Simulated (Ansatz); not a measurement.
# AlB2ClFH2 (charge +1): what the fields show

Input

```
crystal:
  periodic: [false, false, false]
  atoms:
    - {symbol: Al, position_ang: [-0.955228, -1.003837, -1.394163]}
    - {symbol: B, position_ang: [-0.598664, 0.406080, 0.012123]}
    - {symbol: B, position_ang: [-0.701719, -0.200864, 1.483888]}
    - {symbol: Cl, position_ang: [-0.793571, -0.766105, 3.023902]}
    - {symbol: F, position_ang: [-1.220895, -2.034422, -2.632206]}
    - {symbol: H, position_ang: [0.541930, 0.738506, -0.260138]}
    - {symbol: H, position_ang: [-1.492772, 1.203886, -0.210725]}
basis:
  gaussian:
    orbitals: def2-TZVPD
total_charge: 1
hamiltonian:
  xc: {name: PBE0}
output: {forces: true, orbitals: {seedname: orbitals}}
```

Launched as:

```sh
ansatz run input.yaml --threads 1 --pin off --max-ram 2610MiB --events-out events.jsonl --progress --plain --runs-dir runs
```

Geometry: r2SCAN-D4/def2-SVP.

Theory: Ansatz, isolated molecule in a Gaussian basis; Kohn-Sham density functional theory, functional PBE0.

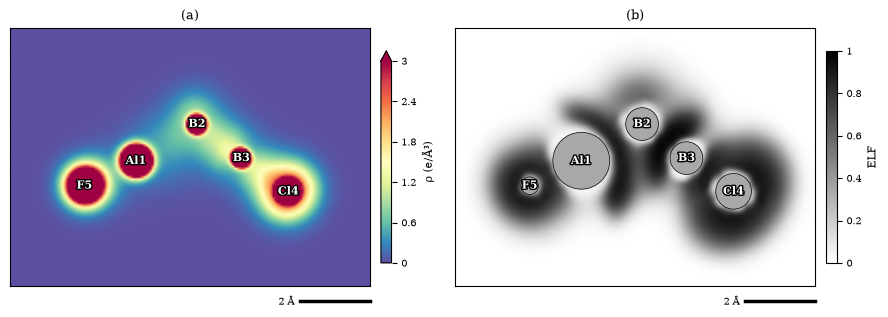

Figure 1. (a) electron density; (b) ELF on the plane of atoms B2, Al1 and F5. Grey discs cover the atomic cores in the ELF map.

### Interpret the plot.

- Atoms in the plane: Al, B, Cl and F.
- B–B (1.60 Å): ρ at the midpoint is about 1.2 e/Å³; the ELF peaks at about 0.95 between the atoms (a covalent bond).
- Al–F (1.63 Å): the density is about 0.97 e/Å³ at the midpoint; the ELF peaks at about 0.85 in the valence shell of F, 0.6 Å from its nucleus, and is about 0.35 at the midpoint.
- B–Cl (1.64 Å): ρ is about 1.7 e/Å³ halfway; the ELF peaks at about 0.90 between the atoms; a short, strongly polar bond.
- Al–B (2.02 Å): ρ is about 0.53 e/Å³ halfway; the ELF peaks at about 0.90 between the atoms, as expected for a covalent bond.
- The ELF also peaks beside Cl4 and F5, away from the bonds: lone-pair regions.

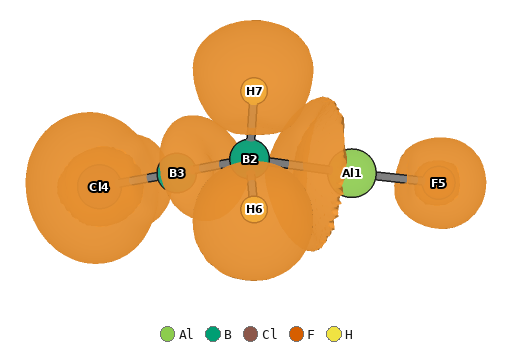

Figure 2. Isosurface of the electron localisation function at 0.75 (orange), seen from one side. Only the valence region is drawn (cores and ρ < 0.01 e/Å³ removed).

### What do the ELF domains correspond to?

The ELF exceeds this value in one region between bonded B–B atoms (shared pairs), two regions around hydrogen nuclei, one region on Cl in which the atom's valence shell and bonds are merged, one region wrapped around Al (its valence shell) and one region wrapped around F (its valence shell).

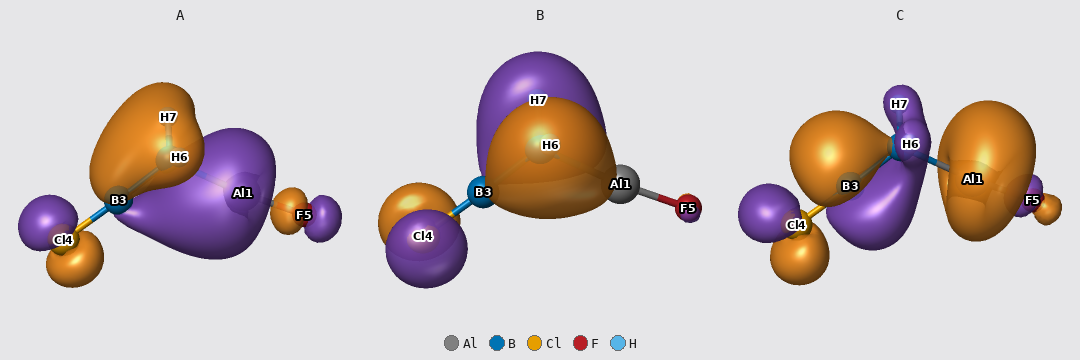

Figure 3. Three frontier orbitals at ±0.08 Å⁻³ᐟ² (orange and purple are the two phases), in no order.

### Order the three orbitals by energy and name them.

B is the HOMO−1 (−15.08 eV). By Hirshfeld shares it lies mainly on B2 (about 35 %), H6 (about 20 %), H7 (about 20 %) and Cl4 (about 10 %). A is the HOMO (−13.82 eV). Its weight (Hirshfeld) is mainly on Al1 (about 35 %), B2 (about 30 %), B3 (about 10 %), Cl4 (about 5 %), H6 (about 5 %) and H7 (about 5 %). C is the LUMO (−7.51 eV). By Hirshfeld shares it lies mainly on B3 (about 35 %), Al1 (about 30 %), Cl4 (about 15 %) and B2 (about 10 %).

### What is the HOMO–LUMO gap?

6.31 eV between the orbital energies.
